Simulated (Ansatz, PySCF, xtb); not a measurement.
Pulling on the O3–H4 bond in FGeHO (SMILES [OH][Ge][F]) (multiplicity 1 held, fragments rigid). Energies count from the point at 0.965 Å.
Geometry at that point (charge 0, multiplicity 1):
```xyz
4

Ge     0.10773    -0.04926     0.40773
F      0.24737     1.37145    -0.62470
O     -0.60849    -1.09652    -0.85745
H     -0.80593    -1.99453    -0.56556
```

R- and RO- levels are restricted; in cc, def2 and unpolarised 6-31G sets they are followed outwards from rest. Unrestricted levels (U-) break spin symmetry where that is lower. Left out are points that failed, MP2 points in a non-variational dive below the minimum, coupled-cluster points behind a sign of a changed root (a jump of the amplitudes, or a one-step jump against full CI or MRCI), small-basis points behind a change of solution, and semi-empirical points at long bonds. Curves can end on different states.

Frozen-core correlation. Filled d and f shells under p-block atoms count as core. Rows in LANL2DZ carry no dispersion term and start afresh at each structure. LANL2DZ brings its own core potentials from Na on.

Programs: Ansatz (a quantum-chemistry and plane-wave program) with Gaussian orbitals; PySCF for LANL2DZ rows; xtb for the GFN methods. Values without a source in brackets are computed. The GFN methods have no spin term and hold the electronic entropy of 300 K.

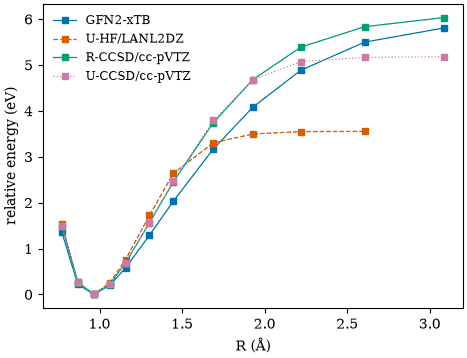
Fig. 1. Relative energy along the coordinate

**Question.** Read off the U-HF/LANL2DZ curve at R = 2.605.

**Answer.** about 3.6 eV

Doubts at one or more of the structures used: a spin-contaminated determinant (U-HF/LANL2DZ, U-CCSD/cc-pVTZ); a restricted determinant that unrestricted orbitals would lower (R-CCSD/cc-pVTZ); other coupled-cluster roots lie near (R-CCSD/cc-pVTZ); T1 above 0.05 (U-CCSD/cc-pVTZ).
